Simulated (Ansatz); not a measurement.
Process, species as SMILES: [F][Ge]([F])[F] → 3 F atom + Ge atom
B3LYP-D3(BJ)/def2-TZVP geometries, fixed; electronic energies without zero-point terms.
Largest species:
```
Ge
F 1 1.7346
F 1 1.7346 2 106.47
F 1 1.7346 2 106.47 3 -113.30
```
Charge 0, spin multiplicity 2.

Basis-set convergence of the atomisation energy at PBE0 with Ansatz (a quantum-chemistry and plane-wave program). Cartesian d functions, on some or all atoms, in 6-31G; all else is spherical. The program fits the integrals of some runs and decomposes those of others, by size. Open shells are unrestricted. No added dispersion term, no relativity. Functions are those of the species that has most. Reference: the value in pcseg-4, 324.32 kcal/mol, itself unsure by roughly 0.33 kcal/mol (its mean distance from aug-pcseg-3, aug-cc-pVQZ, cc-pV5Z). Deviations are taken from unrounded values.

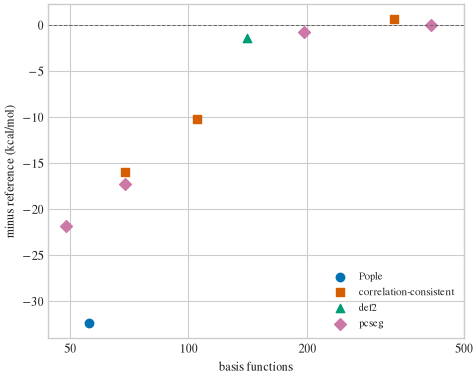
Figure. Deviation from the reference against the number of basis functions, by family of sets.

```
basis        functions  atomisation energy (kcal/mol)  minus reference (kcal/mol)
-----------  ---------  -----------------------------  --------------------------
pcseg-0             49                         302.43                      -21.88
6-31G               56                         291.93                      -32.39
cc-pVDZ             69                         308.37                      -15.95
pcseg-1             69                         307.09                      -17.22
aug-cc-pVDZ        105                         314.15                      -10.17
def2-TZVPP         141                         322.95                       -1.36
aug-pcseg-2        197                         323.56                       -0.76
aug-cc-pVQZ        333                         324.96                        0.64
pcseg-4            414                         324.32                        0.00
```
